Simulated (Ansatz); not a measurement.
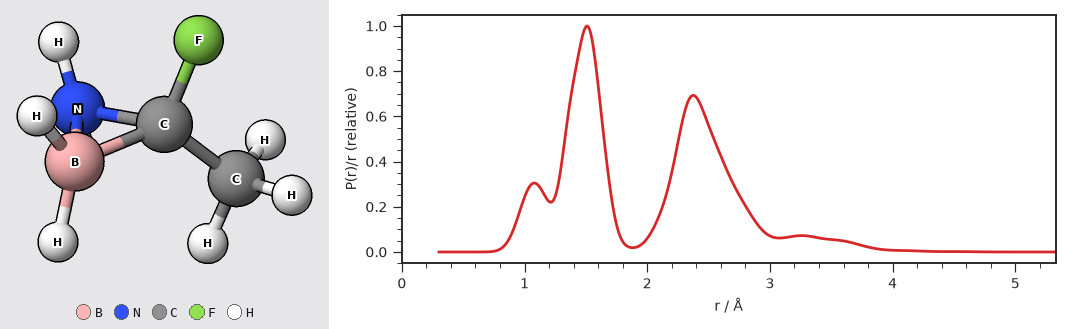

Simulated gas electron diffraction: radial distribution curve of C2H7BFN. Each pair of atoms contributes with weight ZᵢZⱼ/r; damping constant 0.0015 Å²; vibrational amplitudes assumed, not computed: 0.05 Å for bonds, 0.078 Å for bonds to H, 0.06 + 0.015 r up to 0.15 Å for other pairs. The geometry is the end point of an optimisation (UKS PBE0-D4/6-31G* in Ansatz); it may be a saddle point or a higher isomer.

Assign the first 4 clear peaks of the radial distribution curve (– bonded, ··· not bonded).

Peak 1, 1.08 Å: N–H 1.01 Å (×2), C–H 1.09–1.10 Å (×3), B–H 1.20 Å (×2), not resolved
Peak 2, 1.51 Å: F–C 1.37 Å, C–C 1.50 Å, N–C 1.51 Å, C–B 1.56 Å, N–B 1.64 Å, not resolved
Peak 3, 2.37 Å: C···H 2.12–2.38 Å (×6), F···N 2.33 Å, F···C 2.36 Å, N···C 2.52 Å, F···B 2.54 Å, not resolved; in its flanks C···B 2.74 Å
Peak 4, 3.26 Å: F···H 3.13–3.30 Å (×2), H···H 3.22–3.52 Å (×4), C···H 3.26 Å, B···H 3.27 Å, N···H 3.45 Å, not resolved; in its flanks B···H 3.57 Å, F···H 3.59 Å, H···H 3.66–4.17 Å
